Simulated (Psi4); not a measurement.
**UBLYP/def2-TZVP run of Si2H4 (SMILES [SiH][SiH3])**

Aim: the vertical triplet–singlet gap of Si2H4 at UBLYP/def2-TZVP, from 2 runs. 

Program for the calculation: Psi4 1.11.

2 further runs of the same task are left out: 2 set aside as unsound or not needed.

### Step 1. The system as given

Si2H4 has 6 atoms, charge 0, and is taken as a triplet. As SMILES, `[SiH][SiH3]`. The coordinates come from a GFN2-xTB relaxation.

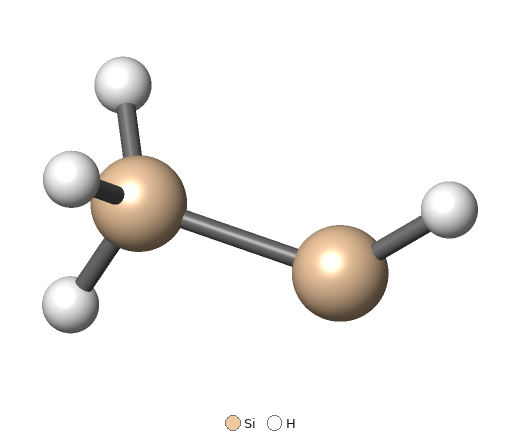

Viewed from a chosen angle; silicon light orange, hydrogen white.

### Step 2. A single-point energy at UBLYP/def2-TZVP

Input file job.json:

```json
{
 "schema_name": "qcschema_input",
 "schema_version": 1,
 "molecule": {
  "schema_name": "qcschema_molecule",
  "schema_version": 2,
  "symbols": ["Si", "Si", "H", "H", "H", "H"],
  "geometry": [0.60985241, -2.97798161, 0.5430128, -0.5671635, 0.98883699, -0.46423012, 2.69839663, -3.81312717, 2.18406987, -2.75244279, 0.7106693, -2.14674777, 1.351003, 2.50451072, -1.79729962, -1.33966464, 2.58707286, 1.68121374],
  "molecular_charge": 0,
  "molecular_multiplicity": 3,
  "fix_symmetry": "c1"
 },
 "driver": "energy",
 "model": {
  "method": "blyp",
  "basis": "def2-TZVP"
 },
 "keywords": {
  "reference": "uks",
  "puream": true,
  "e_convergence": 1e-09,
  "d_convergence": 1e-08,
  "scf_type": "pk",
  "dft_radial_points": 99,
  "dft_spherical_points": 590,
  "maxiter": 200,
  "scf_properties": ["DIPOLE", "MULLIKEN_CHARGES", "MAYER_INDICES"]
 }
}
```

Run with:

```sh
psi4 --qcschema job.json -n 1 --memory 1600MB
```

stdout:

```text
[...]
  Running in c1 symmetry.
[...]
  Nuclear repulsion =   76.540044277768700
[...]
  Multiplicity = 3
[...]
  Nalpha       = 17
  Nbeta        = 15
[...]
    Number of basis functions: 98
[...]
   @UKS iter   1:  -581.15293082247649   -2.41663e-01   5.48954e-03 ADIIS/DIIS
[...]
   @UKS iter  12:  -581.28697049441735   -2.72848e-12   5.34293e-09 DIIS
[...]
   @S^2 Observed:                2.003360247E+00
[...]
    Orbital Energies [Eh]
    ---------------------
    Alpha Occupied:
       1A    -65.475054     2A    -65.462261     3A     -5.062218
       4A     -5.052336     5A     -3.482625     6A     -3.482162
       7A     -3.476571     8A     -3.470388     9A     -3.468895
      10A     -3.468871    11A     -0.514446    12A     -0.438530
      13A     -0.323505    14A     -0.314515    15A     -0.298967
      16A     -0.205060    17A     -0.167913
    Alpha Virtual:
      18A     -0.029344    19A     -0.002753    20A      0.013861
      21A      0.022829    22A      0.046921    23A      0.103979
      24A      0.112400    25A      0.116561    26A      0.128248
[...]
  @UKS Final Energy:  -581.28697049441735
   => Energetics <=
    Nuclear Repulsion Energy =             76.5400442777687005
    One-Electron Energy =                -956.9226541900357006
    Two-Electron Energy =                 342.3625656838003692
    DFT Exchange-Correlation Energy =     -43.2669262659508647
    Empirical Dispersion Energy =           0.0000000000000000
    VV10 Nonlocal Energy =                  0.0000000000000000
    Total Energy =                       -581.2869704944173463
[...]
 Multipole Moments:
 ------------------------------------------------------------------------------------
     Multipole            Electronic (a.u.)      Nuclear  (a.u.)        Total (a.u.)
 ------------------------------------------------------------------------------------
 L = 1.  Multiply by 2.5417464519 to convert [e a0] to [Debye]
 Dipole X            :          0.0909936           -0.0592217            0.0317719
 Dipole Y            :         -2.7781963            2.7590956           -0.0191007
 Dipole Z            :          0.1339444           -0.1092692            0.0246752
 Magnitude           :                                                    0.0445327
[...]
  Mulliken Charges: (a.u.)
   Center  Symbol    Alpha    Beta     Spin     Total
       1    SI     7.88576  6.13792  1.74784 -0.02368
       2    SI     6.97571  6.85560  0.12011  0.16869
       3     H     0.52385  0.48379  0.04006 -0.00764
       4     H     0.52163  0.52441 -0.00278 -0.04604
       5     H     0.54651  0.49914  0.04738 -0.04565
       6     H     0.54654  0.49914  0.04740 -0.04567
   Total alpha = 17.00000, Total beta = 15.00000, Total charge =  0.00000
  Mayer Bond Indices:
[...]
```

The result, in JSON:

```text
{
 "driver": "energy",
 "model": {
  "method": "blyp",
  "basis": "def2-TZVP"
 },
 "success": true,
 "return_result": -581.2869704944173,
 "properties": {
  "calcinfo_nbasis": 98,
  "calcinfo_nmo": 98,
  "calcinfo_nalpha": 17,
  "calcinfo_nbeta": 15,
  "calcinfo_natom": 6,
  "nuclear_repulsion_energy": 76.5400442777687,
  "return_energy": -581.2869704944173,
  "scf_one_electron_energy": -956.9226541900357,
  "scf_two_electron_energy": 342.36256568380037,
  "scf_xc_energy": -43.266926265950865,
  "scf_dipole_moment": [0.03177192159079134, -0.019100706897367203, 0.024675221794864477],
  "scf_total_energy": -581.2869704944173,
  "scf_iterations": 12
 }
}
```

Wall time 22 s (1 thread of Intel Xeon Platinum 8375C at 2.90GHz (Ice Lake), shared host); peak memory 0.81 GiB.

### Step 3. The singlet, same level

Input file h4si2.xyz:

```xyz
6
H4Si2
Si     0.322720    -1.575880     0.287350
Si    -0.300130     0.523270    -0.245660
H      1.427930    -2.017820     1.155760
H     -1.456530     0.376070    -1.136010
H      0.714920     1.325330    -0.951090
H     -0.708920     1.369020     0.889660
```

Input file run_ase.py:

```python
import numpy as np
from ase.calculators.psi4 import Psi4
from ase.io import read

atoms = read('h4si2.xyz')
calc = Psi4(atoms=atoms, method='blyp', basis='def2-TZVP', memory='1600MB', num_threads=1, charge=0, multiplicity=1, label='calc')
calc.psi4.set_options({'puream': True, 'e_convergence': 1e-09, 'd_convergence': 1e-08, 'scf_type': 'pk', 'dft_radial_points': 99, 'dft_spherical_points': 590})
atoms.calc = calc

print(f'energy: {atoms.get_potential_energy():.6f} eV')
```

Run with:

```sh
python run_ase.py
```

calc.dat:

```text
[...]
  Running in c1 symmetry.
[...]
  Nuclear repulsion =   76.540044270488778
[...]
  Multiplicity = 1
[...]
  Nalpha       = 16
  Nbeta        = 16
[...]
    Number of basis functions: 98
[...]
   @RKS iter   1:  -581.15276326346884   -2.41495e-01   5.50211e-03 ADIIS/DIIS
[...]
   @RKS iter  11:  -581.28470940114141   -1.11982e-10   9.42704e-09 DIIS
[...]
    Orbital Energies [Eh]
    ---------------------
    Doubly Occupied:
       1A    -65.478035     2A    -65.453049     3A     -5.063872
       4A     -5.045074     5A     -3.489573     6A     -3.478393
       7A     -3.475649     8A     -3.462501     9A     -3.462271
      10A     -3.461133    11A     -0.509928    12A     -0.430020
      13A     -0.320875    14A     -0.314870    15A     -0.294715
      16A     -0.168243
[...]
  @RKS Final Energy:  -581.28470940114141
   => Energetics <=
    Nuclear Repulsion Energy =             76.5400442704887780
    One-Electron Energy =                -956.9653677229001687
    Two-Electron Energy =                 342.3999185482038570
    DFT Exchange-Correlation Energy =     -43.2593044969338507
    Empirical Dispersion Energy =           0.0000000000000000
    VV10 Nonlocal Energy =                  0.0000000000000000
    Total Energy =                       -581.2847094011414129
[...]
 Multipole Moments:
 ------------------------------------------------------------------------------------
     Multipole            Electronic (a.u.)      Nuclear  (a.u.)        Total (a.u.)
 ------------------------------------------------------------------------------------
 L = 1.  Multiply by 2.5417464519 to convert [e a0] to [Debye]
 Dipole X            :          0.2401348           -0.0592217            0.1809131
 Dipole Y            :         -2.5444153            2.7590956            0.2146804
 Dipole Z            :          0.2437256           -0.1092692            0.1344564
 Magnitude           :                                                    0.3112808
[...]
```

On the terminal:

```text
energy: -15817.562618 eV
```

Wall time 16 s (1 thread of Intel Xeon Platinum 8375C at 2.90GHz (Ice Lake), shared host); peak memory 0.82 GiB.

### Step 4. Outcome

At UBLYP/def2-TZVP:

| quantity | value |
| --- | --- |
| triplet: total energy | -581.28697 Eh |
| triplet: dipole moment | 0.11 D |
| triplet: HOMO energy (highest over α and β) | -4.57 eV |
| triplet: LUMO energy (lowest over α and β) | -4.05 eV |
| triplet: ⟨S²⟩ | 2.003 |
| singlet: total energy | -581.28471 Eh |
| singlet: dipole moment | 0.79 D |
| singlet: HOMO energy | -4.58 eV |
| singlet: LUMO energy | -4.17 eV |
| singlet: HOMO–LUMO gap | 0.40 eV |
| vertical energy of the singlet above the triplet | 0.062 eV |

**Reading.** At this shape the singlet lies 0.06 eV (5.9 kJ/mol) above the triplet.
